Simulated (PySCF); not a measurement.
**PF3 (phosphorus trifluoride) at M06-2X/STO-3G**

Aim: the energy change on altering one bond length of PF3 (phosphorus trifluoride) at M06-2X/STO-3G, from 2 runs. The job is set up through a Python script.

The results are computed with PySCF 2.14.0.

13 further runs of the same task are left out: 4 that didn't finish, 9 set aside as unsound or not needed.

## 1. The structure to begin with

PF3: 4 atoms, total charge 0, spin state singlet. As SMILES, `FP(F)F`. The coordinates come from a PBE0-D4/def2-TZVP relaxation.

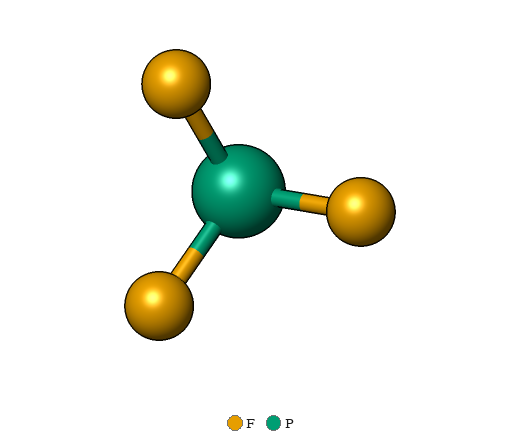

The structure, seen from a chosen angle (fluorine amber, phosphorus teal).

## 2. The energy at M06-2X/STO-3G

File run.py:

```python
# FP(F)F
from pyscf import gto, dft

system = gto.M(
    atom='F 0.834400 -0.663200 0.874500; P -0.297500 0.314600 0.392300; F -1.061900 -0.696500 -0.536900; F 0.525000 1.045200 -0.730000',
    basis='sto-3g',
    max_memory=1860,
    charge=0,
    verbose=3,
)

mf = dft.RKS(system)
mf.xc = 'm06-2x'
mf.grids.level = 5
mf.conv_tol = 1e-10
mf.kernel()
if not mf.converged:
    mf = mf.newton().run(mf.mo_coeff, mf.mo_occ)

e_tot = mf.e_tot
print('Final energy', e_tot)
```

Launch:

```bash
OMP_NUM_THREADS=1 python run.py
```

Log:

```text
converged SCF energy = -632.667226218663
Final energy -632.6672262186628
```

Run time: 4.5 s. Hardware: 1 thread of Arm Neoverse V1, shared host; peak memory 0.22 GiB.

## 3. The distorted shape

File calc.py:

```python
from pyscf import gto, dft

mol = gto.Mole()
mol.atom = [
    ('F', (1.739912, -1.445433, 1.260256)),
    ('P', (-0.297500, 0.314600, 0.392300)),
    ('F', (-1.061900, -0.696500, -0.536900)),
    ('F', (0.525000, 1.045200, -0.730000)),
]
mol.spin = 0
mol.charge = 0
mol.verbose = 3
mol.basis = 'sto-3g'
mol.max_memory = 1860
mol.build()

calc0 = dft.RKS(mol)
calc0.xc = 'm06-2x'
calc0.conv_tol = 1e-10
calc0.grids.level = 5
calc0.kernel()
if not calc0.converged:
    calc0 = calc0.newton().run(calc0.mo_coeff, calc0.mo_occ)

e_final = calc0.e_tot
print(f'total energy: {e_final:.8f} hartree')
```

Launch:

```bash
OMP_NUM_THREADS=1 python calc.py
```

Log:

```text
converged SCF energy = -632.463503930237
total energy: -632.46350393 hartree
```

It took 14 s on 1 thread of Arm Neoverse V1, shared host; peak memory 0.22 GiB.

## 4. Outcome

At M06-2X/STO-3G:

| quantity | value |
| --- | --- |
| first shape: total energy | -632.66723 Eh |
| first shape: dipole moment | 0.82 D |
| first shape: HOMO energy | -5.50 eV |
| first shape: LUMO energy | 8.24 eV |
| first shape: HOMO–LUMO gap | 13.73 eV |
| distorted shape: total energy | -632.46350 Eh |
| distorted shape: dipole moment | 2.61 D |
| distorted shape: HOMO energy | -3.34 eV |
| distorted shape: LUMO energy | 0.98 eV |
| distorted shape: HOMO–LUMO gap | 4.32 eV |
| energy change with the F1–P2 bond stretched from 1.572 to 2.829 Å | 5.544 eV |

In words: With the F1–P2 bond stretched from 1.572 to 2.829 Å the energy rises by 5.54 eV (535 kJ/mol). The first shape isn't relaxed at this level, so the change isn't measured from a minimum. A restricted reference can't describe the breaking bond well at this length. The minimal basis adds a large error of its own. Mulliken charges (first shape) run from -0.26 on F1 to +0.77 on P2; they depend strongly on the basis. Mulliken charges (distorted shape) run from -0.21 on F1 to +0.61 on P2.
